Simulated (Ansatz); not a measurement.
**Correcting a cheap level on molecular compounds of Zr**

The vertical ionisation energy (cation less neutral) in eV of 8 molecular compounds of Zr: x at B2PLYP/def2-TZVPP, y at CCSD(T)/def2-TZVPP. Shapes, held fixed at every level: PBE0-D4/def2-TZVP. Flexible molecules stand in one conformer, not always the lowest. Programs: Ansatz 0.2.0.

| molecule | x (eV) | y (eV) |
| --- | --- | --- |
| C2H11FN2OSiZr (SMILES C[N](C)[Zr]([NH2])([F])[O][SiH3]) | 8.25 | 8.34 |
| Zr(NH2)4 | 8.73 | 8.94 |
| Zr(SeH)3F | 9.11 | ? |
| C3H8Cl3NZr (SMILES CC(C)[NH][Zr]([Cl])([Cl])[Cl]) | 9.40 | 9.50 |
| Zr(CH3)(OH)I2 | 9.42 | 9.63 |
| Zr(CH3)(NH2)2Cl | 9.55 | 9.60 |
| CH4Cl3NZr (SMILES C[NH][Zr]([Cl])([Cl])[Cl]) | 9.63 | 9.71 |
| Zr(NH2)(OH)Cl2 | 9.98 | 10.04 |

Task: Fit y = c + s·x to the known rows and predict y for Zr(SeH)3F.

Result: 
1. Means of the 7 rows: x = 9.2800, y = 9.394.
2. Σ(Δx)² = 2.0828, Σ(Δx·Δy) = 1.9995, so the slope is 1.9995/2.0828 = 0.96001.
3. Intercept: 9.394 − (0.96001) × 9.2800 = 0.485. The largest residual of the fit is 0.10.
4. Zr(SeH)3F: 0.485 + 0.96001 × 9.11 = 9.23 eV.

CCSD(T)/def2-TZVPP gives 9.33 eV, so the prediction is off by -0.10 eV, within the largest residual. Uncorrected, B2PLYP/def2-TZVPP misses Zr(SeH)3F by -0.22 eV, and the other rows by 0.11 on average. The line removes about 55 % of this miss. Left out in turn, the other rows are missed by 0.08 eV on average. Cations run unrestricted. For atoms past krypton def2 sets carry core potentials with scalar relativity. Relativity is left out for Se. Outer-core shells of I, Se, Zr are correlated, in sets that cover them unevenly.

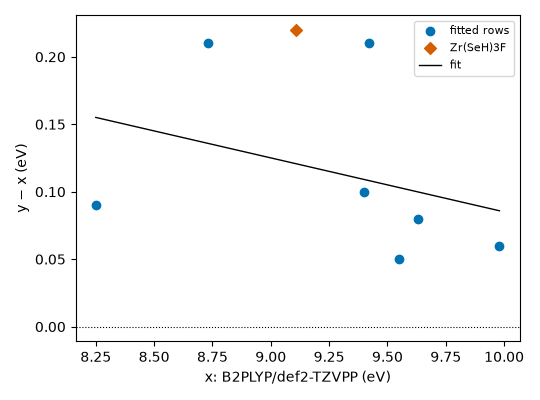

The correction y − x against x, with the fitted line and the withheld molecule.
